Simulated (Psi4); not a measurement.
# Si4H10 (SMILES [SiH3][SiH]([SiH3])[SiH3]): B3LYP/6-31G(d) (spherical functions)

What is the vertical ionisation energy of Si4H10 at B3LYP/6-31G* (spherical functions)? The job is set up through a Python script.

The calculation is run with Psi4 1.11.

1 further run of the same task is left out (set aside as unsound or not needed). Runs told in other sessions of the task aren't counted.

### Step 1. The system as given

Si4H10 has 14 atoms, charge 0, and is taken as a singlet. As SMILES, `[SiH3][SiH]([SiH3])[SiH3]`. The shape is that of a PBE0-D4/def2-TZVP optimisation.

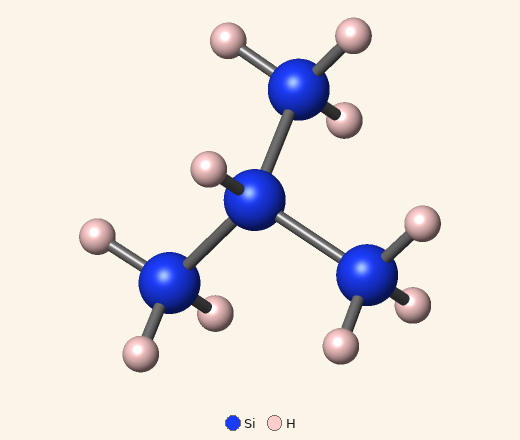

Viewed from a chosen angle; silicon blue, hydrogen pink.

### Step 2. The energy at B3LYP/6-31G(d) (spherical functions)

File h10si4.py:

```python
import psi4

psi4.set_memory(2200000000)
psi4.set_num_threads(1)
psi4.core.set_output_file('h10si4.out', False)

geom = psi4.geometry("""
0 1
Si    -1.586600     0.449770    -1.468220
Si    -0.437700    -0.033320     0.509060
Si     1.124000     1.651140     0.941090
Si     0.660040    -2.085920     0.297480
H     -2.588800    -0.607930    -1.768740
H     -2.287510     1.758070    -1.365710
H     -0.615640     0.517850    -2.593590
H     -1.409520    -0.107160     1.639330
H      2.091010     1.722300    -0.187470
H      1.875310     1.366450     2.193260
H      0.452630     2.971990     1.075490
H      1.404530    -2.417500     1.542160
H      1.628750    -2.008150    -0.829180
H     -0.310500    -3.177580     0.015050
symmetry c1
""")

psi4.set_options({
    'basis': '6-31G*',
    'puream': True,
    'e_convergence': 1e-09,
    'd_convergence': 1e-08,
    'scf_type': 'pk',
    'dft_radial_points': 99,
    'dft_spherical_points': 590,
})

e, wfn = psi4.energy("b3lyp", return_wfn=True)
psi4.oeprop(wfn, "QUADRUPOLE", "MAYER_INDICES", "DIPOLE")
print('E =', round(e, 9))
```

Launch:

```console
$ python h10si4.py
```

h10si4.out:

```text
[...]
  Running in c1 symmetry.
[...]
  Nuclear repulsion =  328.836297667382325
[...]
  Multiplicity = 1
[...]
  Nalpha       = 33
  Nbeta        = 33
[...]
    Number of basis functions: 92
[...]
   @RKS iter   1: -1163.88167914627638   -6.19485e-01   3.44154e-03 DIIS/ADIIS
[...]
   @RKS iter   9: -1163.97673509030460   -7.04858e-12   3.97806e-09 DIIS
[...]
    Orbital Energies [Eh]
    ---------------------
    Doubly Occupied:
       1A    -66.110815     2A    -66.110814     3A    -66.110802
       4A    -66.103529     5A     -5.277164     6A     -5.277163
       7A     -5.277134     8A     -5.270459     9A     -3.634631
      10A     -3.634627    11A     -3.634626    12A     -3.634556
      13A     -3.634556    14A     -3.634549    15A     -3.634544
      16A     -3.634541    17A     -3.634541    18A     -3.627863
      19A     -3.627788    20A     -3.627788    21A     -0.588704
      22A     -0.538685    23A     -0.538684    24A     -0.469685
      25A     -0.372090    26A     -0.361880    27A     -0.361870
      28A     -0.352934    29A     -0.352919    30A     -0.349411
      31A     -0.323142    32A     -0.284089    33A     -0.284085
[...]
  @RKS Final Energy: -1163.97673509030460
   => Energetics <=
    Nuclear Repulsion Energy =            328.8362976673823255
    One-Electron Energy =               -2266.7648251495356817
    Two-Electron Energy =                 844.4497696565663318
    DFT Exchange-Correlation Energy =     -70.4979772647178464
    Empirical Dispersion Energy =           0.0000000000000000
    VV10 Nonlocal Energy =                  0.0000000000000000
    Total Energy =                      -1163.9767350903048282
[...]
 Multipole Moments:
 ------------------------------------------------------------------------------------
     Multipole            Electronic (a.u.)      Nuclear  (a.u.)        Total (a.u.)
 ------------------------------------------------------------------------------------
 L = 1.  Multiply by 2.5417464519 to convert [e a0] to [Debye]
 Dipole X            :         -0.7587242            0.7225915           -0.0361327
 Dipole Y            :         -0.0579219            0.0551368           -0.0027851
 Dipole Z            :          0.8823592           -0.8403281            0.0420312
 Magnitude           :                                                    0.0554973
 L = 2.  Multiply by 1.3450342976 to convert [e a0^2] to [Debye ang]
 Quadrupole XX       :       -362.0062449          316.6870720          -45.3191728
 Quadrupole XY       :         13.8649461          -13.8421610            0.0227851
[...]
```

On the terminal:

```text
E = -1163.97673509
```

It took 17 s on 1 thread of Intel Xeon 6975P-C (Granite Rapids), shared host; peak memory 1.2 GiB.

### Step 3. The doublet cation

File job.py:

```python
import psi4

psi4.set_memory(2200000000)
psi4.set_num_threads(1)
psi4.set_output_file('h10si4.out', False)

molecule = psi4.geometry("""
1 2
Si    -1.586600     0.449770    -1.468220
Si    -0.437700    -0.033320     0.509060
Si     1.124000     1.651140     0.941090
Si     0.660040    -2.085920     0.297480
H     -2.588800    -0.607930    -1.768740
H     -2.287510     1.758070    -1.365710
H     -0.615640     0.517850    -2.593590
H     -1.409520    -0.107160     1.639330
H      2.091010     1.722300    -0.187470
H      1.875310     1.366450     2.193260
H      0.452630     2.971990     1.075490
H      1.404530    -2.417500     1.542160
H      1.628750    -2.008150    -0.829180
H     -0.310500    -3.177580     0.015050
symmetry c1
""")

psi4.set_options({
    'basis': '6-31G*',
    'reference': 'uks',
    'puream': True,
    'e_convergence': 1e-09,
    'd_convergence': 1e-08,
    'scf_type': 'pk',
    'dft_radial_points': 99,
    'dft_spherical_points': 590,
    'maxiter': 100,
})

energy_value, wavefunction = psi4.energy("b3lyp", return_wfn=True)
print('E =', round(energy_value, 9))
```

Launch:

```console
$ python job.py
```

h10si4.out:

```text
[...]
  Running in c1 symmetry.
[...]
  Nuclear repulsion =  328.836297667382325
[...]
  Multiplicity = 2
[...]
  Nalpha       = 33
  Nbeta        = 32
[...]
    Number of basis functions: 92
[...]
   @UKS iter   1: -1163.58223991732916   -3.20045e-01   2.28493e-03 DIIS/ADIIS
[...]
   @UKS iter  22: -1163.62174248078713   -1.86446e-11   2.30148e-09 DIIS
[...]
   @S^2 Observed:                7.541974519E-01
[...]
    Orbital Energies [Eh]
    ---------------------
    Alpha Occupied:
       1A    -66.323872     2A    -66.322444     3A    -66.286943
       4A    -66.286933     5A     -5.490119     6A     -5.490040
       7A     -5.454098     8A     -5.454077     9A     -3.852824
      10A     -3.852011    11A     -3.845461    12A     -3.845416
      13A     -3.845139    14A     -3.845112    15A     -3.813474
      16A     -3.813463    17A     -3.810650    18A     -3.810645
      19A     -3.810339    20A     -3.810333    21A     -0.795998
      22A     -0.731539    23A     -0.712169    24A     -0.657774
      25A     -0.558030    26A     -0.550816    27A     -0.536726
      28A     -0.527679    29A     -0.523345    30A     -0.514063
      31A     -0.509011    32A     -0.496733    33A     -0.474300
[...]
  @UKS Final Energy: -1163.62174248078713
   => Energetics <=
    Nuclear Repulsion Energy =            328.8362976673823255
    One-Electron Energy =               -2254.1717220858599831
    Two-Electron Energy =                 831.9645269913357879
    DFT Exchange-Correlation Energy =     -70.2508450536452216
    Empirical Dispersion Energy =           0.0000000000000000
    VV10 Nonlocal Energy =                  0.0000000000000000
    Total Energy =                      -1163.6217424807871339
  UHF NO Occupations:
  HONO-2 :   31  A 1.9996228
  HONO-1 :   32  A 1.9989010
[...]
 Multipole Moments:
 ------------------------------------------------------------------------------------
     Multipole            Electronic (a.u.)      Nuclear  (a.u.)        Total (a.u.)
 ------------------------------------------------------------------------------------
 L = 1.  Multiply by 2.5417464519 to convert [e a0] to [Debye]
 Dipole X            :         -1.0997663            0.7225915           -0.3771748
 Dipole Y            :          0.0194616            0.0551368            0.0745984
 Dipole Z            :          0.6784632           -0.8403281           -0.1618649
 Magnitude           :                                                    0.4171643
[...]
```

The script printed:

```text
E = -1163.621742481
```

Run time: 50 s. Hardware: 1 thread of Intel Xeon 6975P-C (Granite Rapids), shared host; peak memory 1.2 GiB.

### Step 4. Outcome

Level: B3LYP/6-31G* (spherical functions).

| quantity | value |
| --- | --- |
| singlet Si4H10: total energy | -1163.97674 Eh |
| singlet Si4H10: dipole moment | 0.14 D |
| singlet Si4H10: HOMO energy | -7.73 eV |
| singlet Si4H10: LUMO energy | -0.07 eV |
| singlet Si4H10: HOMO–LUMO gap | 7.66 eV |
| doublet cation: total energy | -1163.62174 Eh |
| doublet cation: HOMO energy (highest over α and β) | -12.66 eV |
| doublet cation: LUMO energy (lowest over α and β) | -11.57 eV |
| doublet cation: ⟨S²⟩ | 0.754 |
| vertical ionisation energy (to the doublet cation) | 9.660 eV |

**Reading.** The vertical ionisation energy comes to 9.66 eV (223 kcal/mol). −ε(HOMO) before ionisation, 7.73 eV, is 1.93 eV below this ionisation energy.
